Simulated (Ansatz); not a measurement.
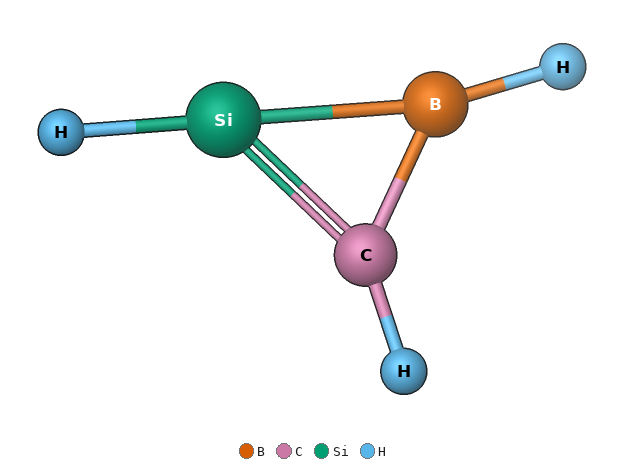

The picture comes from a calculation with Ansatz.

Orthographic view. Distant atoms are faded towards the background colour. Geometry: moved along internal coordinates away from the minimum.

Write the InChI string.

InChI=1S/CH3BSi/c1-2-3-1/h1-3H
